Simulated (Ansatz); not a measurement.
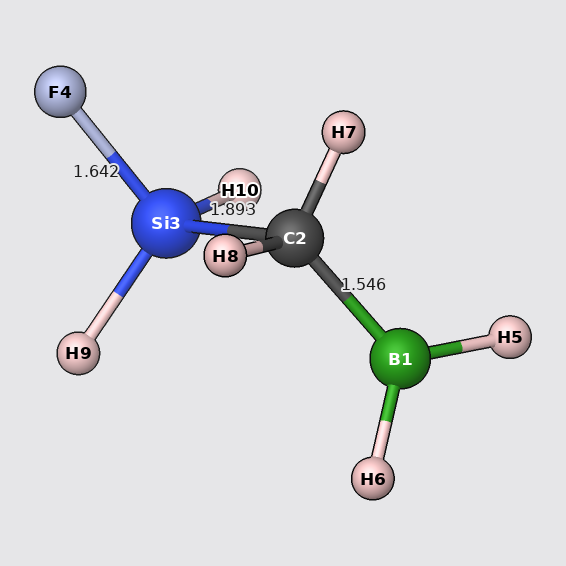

The numbers beside the sticks are distances in Å. Sticks don't show bond order. Computed geometry: PBE-D4/def2-SVP optimisation. No frequency run is at hand to confirm it as a minimum.

> Which of the marked bonds are single, double, triple or aromatic?

B1–C2 single; C2–Si3 single; Si3–F4 single.

> Give the structure as SMILES.

BC[SiH2]F
